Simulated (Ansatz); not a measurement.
## Run report: C2H11BO2Si, geometry relaxation (part 2 of 2)

Continued. System: C2H11BO2Si. Method: RKS PBE0-D4/def2-TZVP (Ansatz 0.2.0). The geometry: PBE-D4/def2-SVP start.

Geometry of the input (Å):
```
C  0.8490  -2.0188  -0.1314
B  0.2791  -0.7206  -0.8231
C  1.2218  0.4559  -1.3294
O  -1.0785  -0.6837  -1.0555
O  -0.0322  0.7283  1.6084
Si -1.6369  1.2512  1.5408
H  0.1139  -2.8473  -0.0939
H  1.7823  -2.3811  -0.6127
H  1.1174  -1.7570  0.9163
H  2.0988  0.6127  -0.6674
H  0.7079  1.4305  -1.4766
H  1.6451  0.1671  -2.3181
H  -1.3542  0.1513  -1.4764
H  0.6355  1.3924  1.3637
H  -1.9086  2.2943  2.5959
H  -1.9748  1.8782  0.2081
H  -2.4846  0.0462  1.7916
```

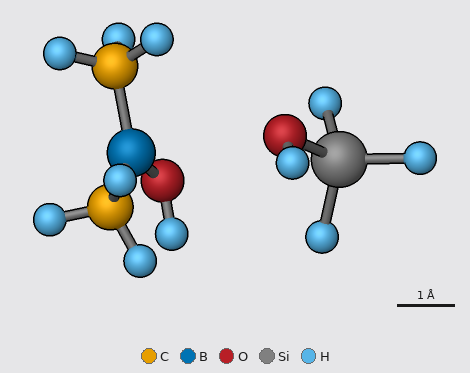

**Figure 1.** The geometry at step 17 of the log (ball-and-stick view, seen at a tilt).

## Trajectory as extended XYZ, continued
```
17
Properties=species:S:1:pos:R:3:forces:R:3 step=6 energy=-14896.12305
C     0.8422   -2.0226   -0.1537    0.0032   0.0032   0.0120
B     0.2908   -0.7450   -0.8739    0.0268  -0.0064  -0.0364
C     1.2350    0.4185   -1.3689   -0.0042   0.0030   0.0108
O    -1.0541   -0.6967   -1.1115   -0.0263   0.0145   0.0085
O    -0.0519    0.8280    1.6604    0.0875   0.0490  -0.0149
Si   -1.6395    1.2693    1.5828   -0.0591   0.0264  -0.0023
H     0.1141   -2.8348   -0.1078    0.0065   0.0094   0.0000
H     1.7617   -2.3933   -0.6172   -0.0123   0.0065   0.0051
H     1.1055   -1.7500    0.8752   -0.0011  -0.0083  -0.0064
H     2.0842    0.5722   -0.6976   -0.0066   0.0026  -0.0069
H     0.7236    1.3767   -1.5102    0.0091  -0.0070   0.0011
H     1.6655    0.1412   -2.3397   -0.0077  -0.0030   0.0101
H    -1.3321    0.1159   -1.5426    0.0154  -0.0111   0.0065
H     0.6047    1.5199    1.5561   -0.0561  -0.0625   0.0121
H    -1.9585    2.2910    2.6198    0.0069  -0.0144  -0.0095
H    -1.9764    1.8653    0.2576    0.0032  -0.0095   0.0127
H    -2.4339    0.0439    1.8117    0.0147   0.0078  -0.0026
17
Properties=species:S:1:pos:R:3:forces:R:3 step=8 energy=-14896.12340
C     0.8371   -2.0208   -0.1518   -0.0305   0.0039  -0.0239
B     0.2956   -0.7434   -0.8794   -0.0005   0.0097   0.0231
C     1.2456    0.4110   -1.3812   -0.0115   0.0069  -0.0023
O    -1.0516   -0.6814   -1.1033   -0.0112  -0.0078   0.0055
O    -0.0491    0.8410    1.6453    0.0354   0.0276   0.0004
Si   -1.6436    1.2631    1.5862   -0.0193   0.0073  -0.0121
H     0.1106   -2.8343   -0.1234   -0.0108  -0.0101   0.0018
H     1.7665   -2.3880   -0.5938    0.0339  -0.0110  -0.0152
H     1.0741   -1.7502    0.8828    0.0079   0.0117   0.0278
H     2.0972    0.5621   -0.7128    0.0022  -0.0037  -0.0047
H     0.7392    1.3716   -1.5223    0.0071  -0.0006  -0.0058
H     1.6695    0.1277   -2.3528    0.0040   0.0014   0.0043
H    -1.3251    0.1345   -1.5301    0.0092   0.0023  -0.0098
H     0.5965    1.5447    1.5624   -0.0168  -0.0264   0.0044
H    -1.9637    2.2760    2.6305    0.0044  -0.0080   0.0004
H    -2.0006    1.8602    0.2677   -0.0021  -0.0026   0.0040
H    -2.4172    0.0259    1.8162   -0.0013  -0.0005   0.0022
17
Properties=species:S:1:pos:R:3:forces:R:3 step=10 energy=-14896.12383
C     0.8286   -2.0131   -0.1442    0.0017   0.0039   0.0110
B     0.2949   -0.7333   -0.8736   -0.0018   0.0021  -0.0061
C     1.2541    0.4066   -1.3909    0.0016  -0.0010  -0.0041
O    -1.0527   -0.6613   -1.0941   -0.0013  -0.0048  -0.0042
O    -0.0449    0.8497    1.6303   -0.0026   0.0085  -0.0020
Si   -1.6468    1.2499    1.5847    0.0254   0.0057  -0.0031
H     0.0943   -2.8200   -0.1083    0.0028   0.0012   0.0003
H     1.7533   -2.3900   -0.5909   -0.0060   0.0007   0.0015
H     1.0748   -1.7403    0.8890    0.0007  -0.0024  -0.0062
H     2.1082    0.5571   -0.7258    0.0012   0.0011   0.0041
H     0.7594    1.3710   -1.5457   -0.0011  -0.0029   0.0008
H     1.6757    0.1052   -2.3581    0.0006  -0.0016  -0.0021
H    -1.3173    0.1502   -1.5349    0.0025   0.0045   0.0029
H     0.5935    1.5622    1.5753   -0.0218  -0.0097   0.0005
H    -1.9692    2.2479    2.6418   -0.0025  -0.0022   0.0096
H    -2.0226    1.8575    0.2768   -0.0006  -0.0048  -0.0025
H    -2.4024    0.0005    1.8089    0.0014   0.0017  -0.0004
17
Properties=species:S:1:pos:R:3:forces:R:3 step=13 energy=-14896.12454
C     0.7988   -1.9893   -0.1224    0.0132  -0.0023   0.0077
B     0.2984   -0.7143   -0.8843   -0.0029   0.0025  -0.0048
C     1.2878    0.3857   -1.4309   -0.0025  -0.0077  -0.0187
O    -1.0482   -0.6116   -1.1050    0.0228   0.0223  -0.0119
O    -0.0331    0.8850    1.5948   -0.0312   0.0526   0.0014
Si   -1.6539    1.2155    1.6053    0.0435  -0.0143  -0.0011
H     0.0485   -2.7813   -0.0769    0.0085   0.0111  -0.0012
H     1.7213   -2.3941   -0.5504   -0.0251   0.0081   0.0096
H     1.0388   -1.6986    0.9077   -0.0017  -0.0052  -0.0193
H     2.1338    0.5436   -0.7568   -0.0041   0.0018   0.0004
H     0.8166    1.3544   -1.6295    0.0070  -0.0210   0.0055
H     1.7191    0.0382   -2.3790   -0.0110   0.0080   0.0215
H    -1.2873    0.1973   -1.5654   -0.0037  -0.0177   0.0108
H     0.5683    1.6317    1.5875   -0.0334  -0.0376  -0.0014
H    -1.9859    2.1611    2.7086    0.0042  -0.0103  -0.0118
H    -2.0924    1.8490    0.3290    0.0047  -0.0077   0.0182
H    -2.3498   -0.0728    1.8082    0.0116   0.0175  -0.0050
17
Properties=species:S:1:pos:R:3:forces:R:3 step=15 energy=-14896.12517
C     0.7721   -1.9718   -0.1058   -0.0032  -0.0179  -0.0169
B     0.3018   -0.7009   -0.8937   -0.0005   0.0296   0.0385
C     1.3165    0.3698   -1.4520   -0.0100  -0.0121  -0.0314
O    -1.0421   -0.5702   -1.1158    0.0158   0.0116  -0.0216
O    -0.0237    0.9233    1.5634   -0.0559   0.0901   0.0094
Si   -1.6580    1.1843    1.6201    0.0711  -0.0219  -0.0107
H    -0.0032   -2.7374   -0.0284    0.0179   0.0182  -0.0022
H     1.6725   -2.4181   -0.5395   -0.0187   0.0064   0.0114
H     1.0404   -1.6638    0.9118   -0.0003  -0.0018  -0.0133
H     2.1525    0.5321   -0.7667   -0.0043  -0.0018  -0.0012
H     0.8626    1.3403   -1.6807    0.0107  -0.0258   0.0055
H     1.7583   -0.0065   -2.3841   -0.0076   0.0118   0.0211
H    -1.2631    0.2364   -1.5892    0.0000  -0.0180   0.0080
H     0.5412    1.6989    1.5677   -0.0398  -0.0669  -0.0010
H    -2.0012    2.0848    2.7577    0.0065  -0.0147  -0.0125
H    -2.1512    1.8359    0.3733    0.0046  -0.0138   0.0211
H    -2.2947   -0.1377    1.8023    0.0138   0.0272  -0.0041
17
Properties=species:S:1:pos:R:3:forces:R:3 step=17 energy=-14896.12584
C     0.7597   -1.9630   -0.0987   -0.0025  -0.0067  -0.0035
B     0.3030   -0.6916   -0.8936    0.0002   0.0048   0.0050
C     1.3293    0.3631   -1.4598   -0.0082  -0.0040  -0.0100
O    -1.0388   -0.5520   -1.1230    0.0106   0.0085  -0.0091
O    -0.0218    0.9416    1.5507   -0.0535   0.0617   0.0075
Si   -1.6594    1.1714    1.6275    0.0539  -0.0276  -0.0130
H    -0.0259   -2.7164   -0.0104    0.0098   0.0127  -0.0012
H     1.6497   -2.4259   -0.5360   -0.0121   0.0062   0.0058
H     1.0411   -1.6524    0.9143    0.0002  -0.0026  -0.0074
H     2.1623    0.5269   -0.7711   -0.0015  -0.0002  -0.0021
H     0.8848    1.3342   -1.7023    0.0070  -0.0129   0.0028
H     1.7734   -0.0276   -2.3843   -0.0050   0.0046   0.0127
H    -1.2520    0.2516   -1.6047    0.0014  -0.0099   0.0063
H     0.5280    1.7270    1.5571   -0.0151  -0.0401  -0.0008
H    -2.0059    2.0530    2.7785    0.0040  -0.0087  -0.0111
H    -2.1786    1.8240    0.3924    0.0029  -0.0067   0.0194
H    -2.2680   -0.1641    1.8037    0.0078   0.0208  -0.0012
17
Properties=species:S:1:pos:R:3:forces:R:3 step=20 energy=-14896.12715
C     0.7160   -1.9330   -0.0739   -0.0012  -0.0116   0.0028
B     0.3060   -0.6656   -0.9005    0.0015   0.0006  -0.0115
C     1.3707    0.3400   -1.4840   -0.0081  -0.0020  -0.0047
O    -1.0289   -0.4905   -1.1458    0.0057   0.0054  -0.0039
O    -0.0146    1.0077    1.5030   -0.0704   0.0450   0.0117
Si   -1.6605    1.1237    1.6480    0.0657  -0.0296  -0.0230
H    -0.1037   -2.6435    0.0539    0.0184   0.0182  -0.0022
H     1.5708   -2.4533   -0.5184   -0.0202   0.0135   0.0112
H     1.0393   -1.6083    0.9221   -0.0017  -0.0074  -0.0112
H     2.1942    0.5052   -0.7845   -0.0015   0.0010  -0.0012
H     0.9579    1.3139   -1.7673    0.0059  -0.0106   0.0031
H     1.8213   -0.0939   -2.3856   -0.0054   0.0024   0.0095
H    -1.2138    0.3063   -1.6499    0.0070  -0.0083   0.0072
H     0.4833    1.8265    1.5229   -0.0104  -0.0307  -0.0004
H    -2.0165    1.9398    2.8438    0.0028  -0.0072  -0.0136
H    -2.2698    1.7800    0.4573    0.0041  -0.0044   0.0245
H    -2.1710   -0.2555    1.7994    0.0077   0.0256   0.0019
17
Properties=species:S:1:pos:R:3:forces:R:3 step=22 energy=-14896.12790 accepted=F
C     0.6541   -1.8832   -0.0375   -0.0051  -0.0024  -0.0040
B     0.3091   -0.6295   -0.9147    0.0044  -0.0203  -0.0338
C     1.4239    0.3055   -1.5221   -0.0166  -0.0004  -0.0154
O    -1.0142   -0.4089   -1.1873    0.0214   0.0430  -0.0116
O    -0.0130    1.0943    1.4418   -0.1045   0.0671   0.0239
Si   -1.6549    1.0547    1.6758    0.0872  -0.0013  -0.0164
H    -0.2032   -2.5396    0.1277    0.0196   0.0192  -0.0078
H     1.4711   -2.4703   -0.4703   -0.0212   0.0179   0.0115
H     1.0100   -1.5389    0.9400    0.0044  -0.0067  -0.0010
H     2.2349    0.4769   -0.8098    0.0016   0.0029   0.0005
H     1.0553    1.2789   -1.8643    0.0113  -0.0301   0.0106
H     1.8804   -0.1906   -2.3888   -0.0176   0.0131   0.0292
H    -1.1541    0.3776   -1.7223   -0.0017  -0.0356   0.0236
H     0.4157    1.9508    1.4952   -0.0400  -0.0715  -0.0034
H    -2.0135    1.7803    2.9292    0.0181  -0.0169  -0.0190
H    -2.3879    1.7134    0.5577    0.0249  -0.0334   0.0269
H    -2.0328   -0.3717    1.7901    0.0137   0.0555  -0.0140
17
Properties=species:S:1:pos:R:3:forces:R:3 step=24 energy=-14896.12850
C     0.6523   -1.8817   -0.0366   -0.0052   0.0011  -0.0078
B     0.3091   -0.6299   -0.9167    0.0001  -0.0063  -0.0085
C     1.4251    0.3035   -1.5233   -0.0107  -0.0033  -0.0108
O    -1.0140   -0.4061   -1.1873    0.0219   0.0224  -0.0081
O    -0.0148    1.1001    1.4386   -0.0538   0.0518   0.0156
Si   -1.6539    1.0532    1.6759    0.0524  -0.0076  -0.0118
H    -0.2061   -2.5355    0.1304    0.0084   0.0086  -0.0037
H     1.4672   -2.4714   -0.4685   -0.0095   0.0082   0.0056
H     1.0099   -1.5365    0.9399    0.0032  -0.0023   0.0000
H     2.2348    0.4757   -0.8096   -0.0010   0.0011   0.0001
H     1.0577    1.2761   -1.8676    0.0063  -0.0169   0.0061
H     1.8828   -0.1941   -2.3879   -0.0082   0.0072   0.0155
H    -1.1528    0.3800   -1.7224   -0.0047  -0.0193   0.0120
H     0.4106    1.9574    1.4975   -0.0232  -0.0514  -0.0033
H    -2.0102    1.7719    2.9330    0.0075  -0.0089  -0.0117
H    -2.3908    1.7107    0.5611    0.0108  -0.0169   0.0167
H    -2.0261   -0.3739    1.7839    0.0057   0.0327  -0.0058
17
Properties=species:S:1:pos:R:3:forces:R:3 step=27 energy=-14896.12883
C     0.6418   -1.8727   -0.0324    0.0018  -0.0043  -0.0020
B     0.3107   -0.6245   -0.9213   -0.0054   0.0081   0.0122
C     1.4349    0.2962   -1.5295    0.0010  -0.0021  -0.0045
O    -1.0100   -0.3905   -1.1927    0.0026  -0.0045  -0.0040
O    -0.0195    1.1179    1.4270   -0.0014   0.0025   0.0013
Si   -1.6522    1.0423    1.6813   -0.0054  -0.0014  -0.0047
H    -0.2238   -2.5142    0.1428    0.0024   0.0012  -0.0001
H     1.4470   -2.4755   -0.4636   -0.0017  -0.0005   0.0009
H     1.0092   -1.5255    0.9398   -0.0012  -0.0003  -0.0028
H     2.2392    0.4728   -0.8107   -0.0008  -0.0002  -0.0001
H     1.0752    1.2663   -1.8871    0.0002  -0.0011  -0.0004
H     1.8973   -0.2130   -2.3839    0.0019   0.0011   0.0002
H    -1.1439    0.3925   -1.7326   -0.0013   0.0018  -0.0003
H     0.3943    1.9788    1.4942    0.0063   0.0014   0.0004
H    -2.0046    1.7448    2.9477    0.0004  -0.0008   0.0003
H    -2.4128    1.6933    0.5806    0.0003   0.0009   0.0009
H    -2.0018   -0.3893    1.7808    0.0005  -0.0017   0.0025
17
Properties=species:S:1:pos:R:3:forces:R:3 step=29 energy=-14896.12886
C     0.6375   -1.8696   -0.0310    0.0007  -0.0018  -0.0003
B     0.3105   -0.6220   -0.9225   -0.0002   0.0013   0.0007
C     1.4382    0.2936   -1.5319    0.0004   0.0009  -0.0027
O    -1.0091   -0.3860   -1.1969   -0.0009   0.0004   0.0016
O    -0.0202    1.1260    1.4235   -0.0043   0.0027  -0.0006
Si   -1.6516    1.0384    1.6830    0.0025  -0.0019   0.0033
H    -0.2307   -2.5065    0.1474    0.0008   0.0005  -0.0001
H     1.4387   -2.4774   -0.4628   -0.0011   0.0004   0.0002
H     1.0088   -1.5223    0.9396   -0.0002  -0.0001  -0.0008
H     2.2389    0.4748   -0.8101   -0.0008   0.0001   0.0001
H     1.0812    1.2614   -1.8983    0.0006  -0.0017   0.0004
H     1.9051   -0.2220   -2.3801   -0.0004   0.0009   0.0018
H    -1.1410    0.3967   -1.7378    0.0011  -0.0007  -0.0008
H     0.3897    1.9885    1.4963    0.0011  -0.0019  -0.0001
H    -2.0037    1.7334    2.9537   -0.0001   0.0013  -0.0010
H    -2.4208    1.6885    0.5879    0.0008  -0.0014   0.0003
H    -1.9907   -0.3960    1.7803   -0.0001   0.0010  -0.0021
```
